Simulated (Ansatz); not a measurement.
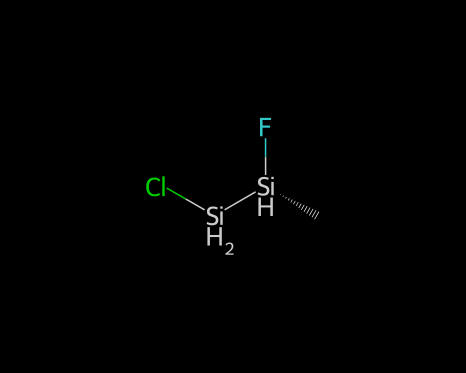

The drawing above gives the connectivity. The geometry was computed by an optimisation with PBE-D4/def2-SVP. No frequency run is at hand to confirm it as a minimum.

Describe the 3D structure.

Formula CH6ClFSi2. Its SMILES string is `C[Si@@H](F)[SiH2]Cl`. It has no ring. Among its groups: Si–H bond. This geometry has C1 symmetry. Coordination: 1 C tetrahedral; 2 Si tetrahedral.

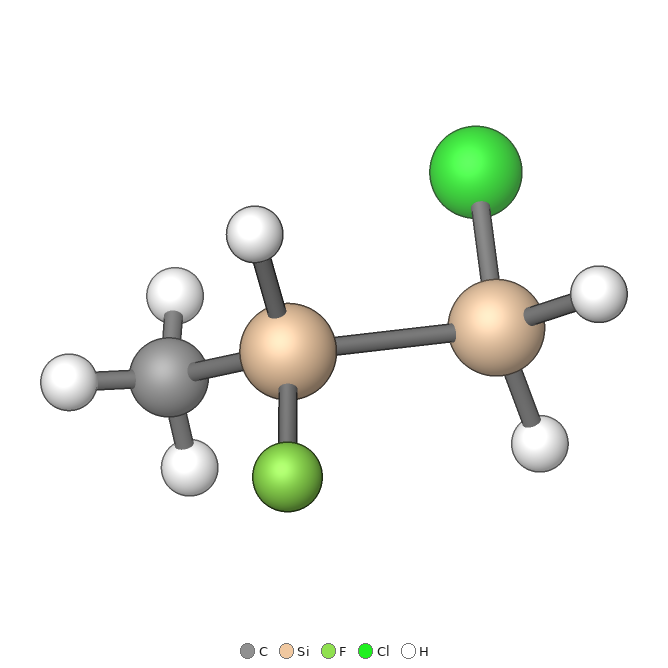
